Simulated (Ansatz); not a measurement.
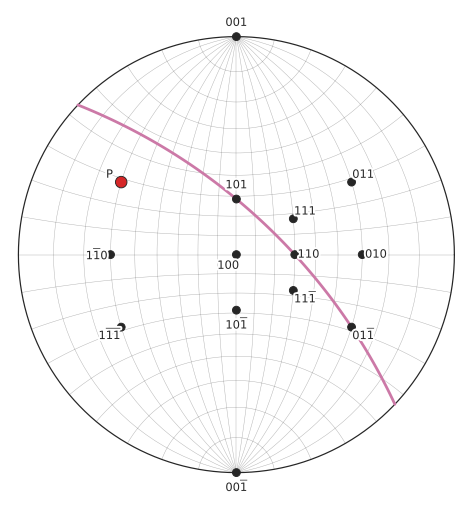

Stereographic projection of plane normals (upper hemisphere) centred on (1 0 0). Crystal: Ti, the input geometry of an electronic-structure calculation (not necessarily at equilibrium). Symmetry computed with spglib at a tolerance of 0.002 Å; standard conventional cell.

a = 2.950 Å, b = 2.950 Å, c = 4.686 Å, α = 90.00°, β = 90.00°, γ = 120.00°.

Q: Index the pole marked P.

A: P is (1 −1 1), in four indices (1 −1 0 1), 64.0° from the centre.

Q: Which zone does the coloured great circle trace?

A: The zone [1 −1 −1]: its poles satisfy h − k − l = 0.

Q: What is the angle between the normals of (1 −1 −1) and (1 0 −1), and what are their d_hkl = 1/|g|?

A: 52.1°; d = 2.243 Å and 2.243 Å.
